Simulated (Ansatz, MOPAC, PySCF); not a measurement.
N2 (SMILES N#N) and CH2F2 (SMILES FCF) are pulled apart as rigid monomers along the line of their centres of mass, from the B3LYP-D3(BJ)/def2-TZVP minimum. Starting geometry (charge 0, multiplicity 1):
```xyz
7

N      0.358     0.062    -0.265
N     -0.493    -0.030     0.410
F      0.455    -1.324     3.226
C     -0.286    -0.290     3.715
F      0.348     0.876     3.410
H     -0.342    -0.384     4.801
H     -1.260    -0.297     3.226
```

Interaction energies with rigid monomers; basis-set methods are counterpoise corrected unless marked otherwise.

Cores are frozen in the correlated methods. The state that PM7 reach isn't checked; PM7 holds dispersion and hydrogen-bond terms.

Codes used: Ansatz (Gaussian basis) for Hartree–Fock, density functionals and correlated methods; MOPAC for PM7 (differences of heats of formation); PySCF for the dispersion terms. Values without a source in brackets are computed.

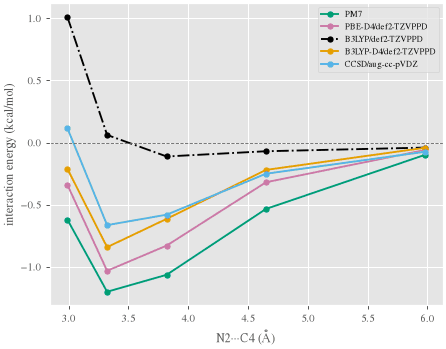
Interaction energy against separation

Q: Which level binds most strongly at N2···C4 = 3.32, and by how much?

A: PM7, -1.2 kcal/mol.

Ansatz is an electronic-structure program.
